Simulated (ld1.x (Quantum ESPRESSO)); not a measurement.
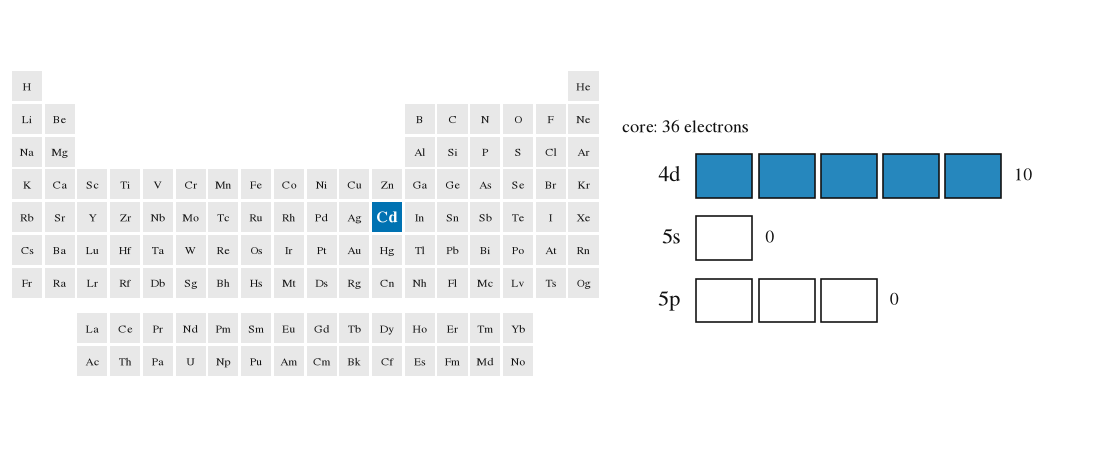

Left, the place of cadmium in the periodic table; right, the valence shells of the reference configuration: a box for each of the 2l + 1 orbitals, shaded by the share of the shell that is filled, with the electron count at the right.

## Pseudopotential generation: Cd (part 1 of 2)

- system: cadmium (Cd, Z = 48), core [Kr], reference valence 4d10 5s0 5p0 (an ion of charge +2), valence charge 12.
- method: TM semilocal potential, LDA (PZ), scalar-relativistic, made with ld1.x (Quantum ESPRESSO) 7.5

## Key numbers

- outcome: generated
- cutoffs needed: 90 Ry and 110 Ry (the cutoffs, on a coarse ladder, from which the occupation-weighted sum of valence levels, in a spherical-Bessel basis at the reference potential, stays within 10 and 1 mRy of its value at 400 Ry); ghost states and empty shells don't enter this sum
- ghost test: no ghost state below the valence levels in the s, d, p channels (spherical-Bessel basis up to 400 Ry, 20 bohr box)
- largest excitation error: -184 meV (all-electron minus pseudo) for 4d9 5s2 5p1, out of 7 test configurations
- range over which the phases arctan(r u′/u) at the test radius agree within 0.05 rad (a looser test near the poles than one of phase shifts): s: up to about 0.9 Ry; p: up to about 1.6 Ry; d: up to about 4.9 Ry
- hardware: 1 CPU thread, shared host
- wall time: 4.8 s

## Input
```
 &input
   title='Cd', zed=48., rel=1, dft='PZ', iswitch=3,
   config='[Kr] 4d10 5s0 5p0',
   nld=3, rlderiv=3.00, eminld=-4.0, emaxld=5.0, deld=0.02
 /
 &inputp
   pseudotype=1, tm=.true., lloc=1,
   nlcc=.false.,
   file_pseudopw='Cd.pp', file_wfcaegen='ae.wfc', file_wfcncgen='nc.wfc'
 /
3
5S  1  0   0.00   0.00  2.05  2.05  0.0
4D  3  2  10.00   0.00  1.15  1.15  0.0
5P  2  1   0.00   0.00  2.75  2.75  0.0
 &test
   configts(1)='4d10 5s0 5p0'
 /
```

## Input of the test run
```
 &input
   title='Cd', zed=48., rel=1, dft='PZ', iswitch=2,
   config='[Kr] 4d10 5s0 5p0'
 /
 &test
   file_pseudo='Cd.pp', nconf=10,
   configts(1)='4d10 5s0 5p0',
   configts(2)='4d10 5s2 5p0',
   configts(3)='4d10 5s1 5p0',
   configts(4)='4d9 5s0 5p0',
   configts(5)='4d10 5s1.5 5p0',
   configts(6)='4d9 5s2 5p0',
   configts(7)='4d10 5s1 5p1',
   configts(8)='4d9 5s2 5p1',
   configts(9)='4d10 5s1 5p0', lsdts(9)=1,
   configts(10)='4d9 5s0 5p0', lsdts(10)=1
 /
```

Run as:
```bash
ld1.x < Cd.in > Cd.out
```

## Output
```
     Program LD1 v.7.5
     --------------------------- All-electron run ----------------------------

     Cd
     scalar relativistic calculation

     atomic number is 48.00
     dft =PZ   lsd =0 sic =0 latt =0  beta=0.20 tr2=1.0E-14
     Exchange-correlation= PZ
                           (   1   1   0   0   0   0   0)
     mesh =1239 r(mesh) =  99.86297 a.u. xmin = -7.00 dx = 0.01250
     1 Ry =  13.60569312 eV, c = 137.03599908

     n l     nl                  e(Ry)          e(Ha)          e(eV)
     1 0     1S 1( 2.00)     -1948.6358      -974.3179    -26512.5405
     2 0     2S 1( 2.00)      -290.5434      -145.2717     -3953.0439
     2 1     2P 1( 6.00)      -261.0124      -130.5062     -3551.2550
     3 0     3S 1( 2.00)       -55.2464       -27.6232      -751.6662
     3 1     3P 1( 6.00)       -45.5584       -22.7792      -619.8535
     4 0     4S 1( 2.00)        -9.1767        -4.5884      -124.8556
     4 1     4P 1( 6.00)        -6.3223        -3.1611       -86.0190
     3 2     3D 1(10.00)       -30.3475       -15.1737      -412.8983
     4 2     4D 1(10.00)        -2.2569        -1.1284       -30.7062
     5 0     5S 1( 0.00)        -1.5918        -0.7959       -21.6570
     5 1     5P 1( 0.00)        -1.0823        -0.5412       -14.7258

     final scf error:  8.4E-15 reached in  27 iterations

     Etot =  -11177.223819 Ry,   -5588.611909 Ha, -152073.877243 eV

     Ekin =   11627.841418 Ry,    5813.920709 Ha,  158204.842014 eV
     Encl =  -26971.221506 Ry,  -13485.610753 Ha, -366962.162959 eV
     Eh   =    4463.619281 Ry,    2231.809640 Ha,   60730.634153 eV
     Exc  =    -297.463012 Ry,    -148.731506 Ha,   -4047.190451 eV

     normalization and overlap integrals

     s(1S/1S) =  1.000000  <r> =   0.0304  <r2> =    0.0013  r(max) =   0.0198
     s(2S/2S) =  1.000000  <r> =   0.1318  <r2> =    0.0205  r(max) =   0.1112
     s(2P/2P) =  1.000000  <r> =   0.1149  <r2> =    0.0161  r(max) =   0.0888
     s(3S/3S) =  1.000000  <r> =   0.3590  <r2> =    0.1474  r(max) =   0.3259
     s(3P/3P) =  1.000000  <r> =   0.3576  <r2> =    0.1485  r(max) =   0.3178
     s(4S/4S) =  1.000000  <r> =   0.8788  <r2> =    0.8756  r(max) =   0.7916
     s(4P/4P) =  1.000000  <r> =   0.9596  <r2> =    1.0556  r(max) =   0.8427
     s(3D/3D) =  1.000000  <r> =   0.3350  <r2> =    0.1335  r(max) =   0.2668
     s(4D/4D) =  1.000000  <r> =   1.2537  <r2> =    1.8857  r(max) =   0.9790
     s(5S/5S) =  1.000000  <r> =   2.4368  <r2> =    6.6853  r(max) =   2.1251
     s(5P/5P) =  1.000000  <r> =   2.9516  <r2> =    9.8510  r(max) =   2.5633

     ------------------------ End of All-electron run ------------------------

     --------------------- Generating NC pseudopotential ---------------------

      Generating local pot.: lloc=1, matching radius rcloc =   2.7500

      Wfc   5S  rcut= 2.073  Using Troullier-Martins method

      Wfc   4D  rcut= 1.137  Using Troullier-Martins method

     ------------------- End of pseudopotential generation -------------------

     --------------------------- All-electron run ----------------------------

     Cd
     scalar relativistic calculation

     atomic number is 48.00
     dft =PZ   lsd =0 sic =0 latt =0  beta=0.20 tr2=1.0E-14
     Exchange-correlation= PZ
                           (   1   1   0   0   0   0   0)
     mesh =1239 r(mesh) =  99.86297 a.u. xmin = -7.00 dx = 0.01250
     1 Ry =  13.60569312 eV, c = 137.03599908

     n l     nl                  e(Ry)          e(Ha)          e(eV)
     1 0     1S 1( 2.00)     -1948.6358      -974.3179    -26512.5405
     2 0     2S 1( 2.00)      -290.5434      -145.2717     -3953.0439
     2 1     2P 1( 6.00)      -261.0124      -130.5062     -3551.2550
     3 0     3S 1( 2.00)       -55.2464       -27.6232      -751.6662
     3 1     3P 1( 6.00)       -45.5584       -22.7792      -619.8535
     4 0     4S 1( 2.00)        -9.1767        -4.5884      -124.8556
     4 1     4P 1( 6.00)        -6.3223        -3.1611       -86.0190
     3 2     3D 1(10.00)       -30.3475       -15.1737      -412.8983
     4 2     4D 1(10.00)        -2.2569        -1.1284       -30.7062
     5 0     5S 1( 0.00)        -1.5918        -0.7959       -21.6570
     5 1     5P 1( 0.00)        -1.0823        -0.5412       -14.7258

     final scf error:  8.4E-15 reached in  27 iterations

     Etot =  -11177.223819 Ry,   -5588.611909 Ha, -152073.877243 eV

     Ekin =   11627.841418 Ry,    5813.920709 Ha,  158204.842014 eV
     Encl =  -26971.221506 Ry,  -13485.610753 Ha, -366962.162959 eV
     Eh   =    4463.619281 Ry,    2231.809640 Ha,   60730.634153 eV
     Exc  =    -297.463012 Ry,    -148.731506 Ha,   -4047.190451 eV

     normalization and overlap integrals

     s(1S/1S) =  1.000000  <r> =   0.0304  <r2> =    0.0013  r(max) =   0.0198
     s(2S/2S) =  1.000000  <r> =   0.1318  <r2> =    0.0205  r(max) =   0.1112
     s(2P/2P) =  1.000000  <r> =   0.1149  <r2> =    0.0161  r(max) =   0.0888
     s(3S/3S) =  1.000000  <r> =   0.3590  <r2> =    0.1474  r(max) =   0.3259
     s(3P/3P) =  1.000000  <r> =   0.3576  <r2> =    0.1485  r(max) =   0.3178
     s(4S/4S) =  1.000000  <r> =   0.8788  <r2> =    0.8756  r(max) =   0.7916
     s(4P/4P) =  1.000000  <r> =   0.9596  <r2> =    1.0556  r(max) =   0.8427
     s(3D/3D) =  1.000000  <r> =   0.3350  <r2> =    0.1335  r(max) =   0.2668
     s(4D/4D) =  1.000000  <r> =   1.2537  <r2> =    1.8857  r(max) =   0.9790
     s(5S/5S) =  1.000000  <r> =   2.4368  <r2> =    6.6853  r(max) =   2.1251
     s(5P/5P) =  1.000000  <r> =   2.9516  <r2> =    9.8510  r(max) =   2.5633

     ------------------------ End of All-electron run ------------------------

     Computing logarithmic derivative in   2.99687
     Computing logarithmic derivative in   2.99687
     Computing the partial wave expansion
     R is outside the sphere for l=    0 j= 0.00
       no projector for channel:   1
     R is outside the sphere for l=    2 j= 0.00

     ---------------------- Testing the pseudopotential ----------------------

     Cd
     scalar relativistic calculation

     atomic number is 48.00   valence charge is 12.00
     dft =PZ   lsd =0 sic =0 latt =0  beta=0.20 tr2=1.0E-14
     mesh =1239 r(mesh) =  99.86297 xmin = -7.00 dx = 0.01250

     n l     nl             e AE (Ry)        e PS (Ry)    De AE-PS (Ry)
     3 2     4D   1(10.00)       -2.25686       -2.25686       -0.00001
     1 0     5S   1( 0.00)       -1.59176       -1.59176        0.00000
     2 1     5P   1( 0.00)       -1.08233       -1.08233        0.00000

     eps = 9.9E-15  iter =  5

     Etot =  -11177.223819 Ry,   -5588.611909 Ha, -152073.877243 eV
     Etotps =   -90.830092 Ry,     -45.415046 Ha,   -1235.806351 eV

     Ekin =      79.576843 Ry,      39.788421 Ha,    1082.698102 eV
     Encl =    -140.709584 Ry,     -70.354792 Ha,   -1914.451414 eV
     Ehrt =      71.982825 Ry,      35.991413 Ha,     979.376227 eV
     Ecxc =     -11.942877 Ry,      -5.971438 Ha,    -162.491119 eV
     Epseu=     -89.737299 Ry,     -44.868649 Ha,   -1220.938147 eV

     ---------------------- End of pseudopotential test ----------------------
```

## Output of the test run (extracts)
```
     ---------------------- Testing the pseudopotential ----------------------

     Cd
     scalar relativistic calculation

     atomic number is 48.00   valence charge is 12.00
     dft =PZ   lsd =0 sic =0 latt =0  beta=0.20 tr2=1.0E-14
     mesh =1239 r(mesh) =  99.86297 xmin = -7.00 dx = 0.01250

     n l     nl             e AE (Ry)        e PS (Ry)    De AE-PS (Ry)
     3 2     4D   1(10.00)       -2.25686       -2.25686       -0.00001
     1 0     5S   1( 0.00)       -1.59176       -1.59176        0.00000
     2 1     5P   1( 0.00)       -1.08233       -1.08233        0.00000

     eps = 7.0E-15  iter = 10

     Etot =  -11177.223819 Ry,   -5588.611909 Ha, -152073.877243 eV
     Etotps =   -90.830087 Ry,     -45.415044 Ha,   -1235.806295 eV

     Ekin =      79.576848 Ry,      39.788424 Ha,    1082.698170 eV
     Encl =    -140.709584 Ry,     -70.354792 Ha,   -1914.451414 eV
     Ehrt =      71.982825 Ry,      35.991413 Ha,     979.376229 eV
     Ecxc =     -11.942877 Ry,      -5.971439 Ha,    -162.491120 eV
     Epseu=     -89.737300 Ry,     -44.868650 Ha,   -1220.938161 eV

     ---------------------- End of pseudopotential test ----------------------

     ---------------------- Testing the pseudopotential ----------------------

     Cd
     scalar relativistic calculation

     atomic number is 48.00   valence charge is 12.00
     dft =PZ   lsd =0 sic =0 latt =0  beta=0.20 tr2=1.0E-14
     mesh =1239 r(mesh) =  99.86297 xmin = -7.00 dx = 0.01250

     n l     nl             e AE (Ry)        e PS (Ry)    De AE-PS (Ry)
     3 2     4D   1(10.00)       -0.87432       -0.88181        0.00749  !
     1 0     5S   1( 2.00)       -0.43815       -0.43878        0.00063
     2 1     5P   1( 0.00)       -0.09777       -0.09816        0.00039

     eps = 1.2E-15  iter = 14

     Etot =  -11179.219158 Ry,   -5589.609579 Ha, -152101.025213 eV
     Etotps =   -92.826858 Ry,     -46.413429 Ha,   -1262.973739 eV
     dEtot_ae =      -1.995339 Ry
     dEtot_ps =      -1.996770 Ry,   Delta E=       0.001431 Ry

     Ekin =      78.274675 Ry,      39.137338 Ha,    1064.981213 eV
     Encl =    -157.613473 Ry,     -78.806737 Ha,   -2144.440548 eV
     Ehrt =      87.134222 Ry,      43.567111 Ha,    1185.521491 eV
     Ecxc =     -12.876042 Ry,      -6.438021 Ha,    -175.187478 eV
     Epseu=     -87.746240 Ry,     -43.873120 Ha,   -1193.848417 eV

     ---------------------- End of pseudopotential test ----------------------

     ---------------------- Testing the pseudopotential ----------------------

     Cd
     scalar relativistic calculation

     atomic number is 48.00   valence charge is 12.00
     dft =PZ   lsd =0 sic =0 latt =0  beta=0.20 tr2=1.0E-14
     mesh =1239 r(mesh) =  99.86297 xmin = -7.00 dx = 0.01250

     n l     nl             e AE (Ry)        e PS (Ry)    De AE-PS (Ry)
     3 2     4D   1(10.00)       -1.52467       -1.52935        0.00468
     1 0     5S   1( 1.00)       -0.98913       -0.98978        0.00065
     2 1     5P   1( 0.00)       -0.55977       -0.56020        0.00043

     eps = 9.5E-15  iter =  9

     Etot =  -11178.511514 Ry,   -5589.255757 Ha, -152091.397233 eV
     Etotps =   -92.118407 Ry,     -46.059204 Ha,   -1253.334782 eV
     dEtot_ae =      -1.287696 Ry
     dEtot_ps =      -1.288320 Ry,   Delta E=       0.000625 Ry

     Ekin =      78.830145 Ry,      39.415073 Ha,    1072.538766 eV
     Encl =    -149.655370 Ry,     -74.827685 Ha,   -2036.165035 eV
     Ehrt =      79.702207 Ry,      39.851103 Ha,    1084.403770 eV
     Ecxc =     -12.425527 Ry,      -6.212763 Ha,    -169.057904 eV
     Epseu=     -88.569863 Ry,     -44.284932 Ha,   -1205.054378 eV

     ---------------------- End of pseudopotential test ----------------------

     ---------------------- Testing the pseudopotential ----------------------

     Cd
     scalar relativistic calculation

     atomic number is 48.00   valence charge is 12.00
     dft =PZ   lsd =0 sic =0 latt =0  beta=0.20 tr2=1.0E-14
     mesh =1239 r(mesh) =  99.86297 xmin = -7.00 dx = 0.01250

     n l     nl             e AE (Ry)        e PS (Ry)    De AE-PS (Ry)
     3 2     4D   1( 9.00)       -3.38495       -3.39366        0.00871  !
     1 0     5S   1( 0.00)       -2.39505       -2.38910       -0.00595  !
     2 1     5P   1( 0.00)       -1.78799       -1.78084       -0.00715  !

     eps = 6.4E-15  iter =  9

     Etot =  -11174.412074 Ry,   -5587.206037 Ha, -152035.621507 eV
     Etotps =   -88.014189 Ry,     -44.007095 Ha,   -1197.494051 eV
     dEtot_ae =       2.811745 Ry
     dEtot_ps =       2.815898 Ry,   Delta E=      -0.004153 Ry

     Ekin =      76.320422 Ry,      38.160211 Ha,    1038.392241 eV
     Encl =    -128.412797 Ry,     -64.206398 Ha,   -1747.145104 eV
     Ehrt =      60.853221 Ry,      30.426611 Ha,     827.950256 eV
     Ecxc =     -10.852114 Ry,      -5.426057 Ha,    -147.650530 eV
     Epseu=     -85.922922 Ry,     -42.961461 Ha,   -1169.040914 eV

     ---------------------- End of pseudopotential test ----------------------

     ---------------------- Testing the pseudopotential ----------------------

     Cd
     scalar relativistic calculation

     atomic number is 48.00   valence charge is 12.00
     dft =PZ   lsd =0 sic =0 latt =0  beta=0.20 tr2=1.0E-14
     mesh =1239 r(mesh) =  99.86297 xmin = -7.00 dx = 0.01250

     n l     nl             e AE (Ry)        e PS (Ry)    De AE-PS (Ry)
     3 2     4D   1(10.00)       -1.18741       -1.19371        0.00630  !
     1 0     5S   1( 1.50)       -0.70486       -0.70555        0.00069
     2 1     5P   1( 0.00)       -0.31718       -0.31764        0.00046

     eps = 9.8E-15  iter = 14

     Etot =  -11178.934303 Ry,   -5589.467152 Ha, -152097.149572 eV
     Etotps =   -92.541605 Ry,     -46.270802 Ha,   -1259.092675 eV
     dEtot_ae =      -1.710485 Ry
     dEtot_ps =      -1.711517 Ry,   Delta E=       0.001033 Ry

     Ekin =      78.529950 Ry,      39.264975 Ha,    1068.454405 eV
     Encl =    -153.781211 Ry,     -76.890606 Ha,   -2092.299966 eV
     Ehrt =      83.483403 Ry,      41.741702 Ha,    1135.849564 eV
     Ecxc =     -12.657976 Ry,      -6.328988 Ha,    -172.220540 eV
     Epseu=     -88.115771 Ry,     -44.057885 Ha,   -1198.876138 eV

     ---------------------- End of pseudopotential test ----------------------
```

(Continued in part 2.)
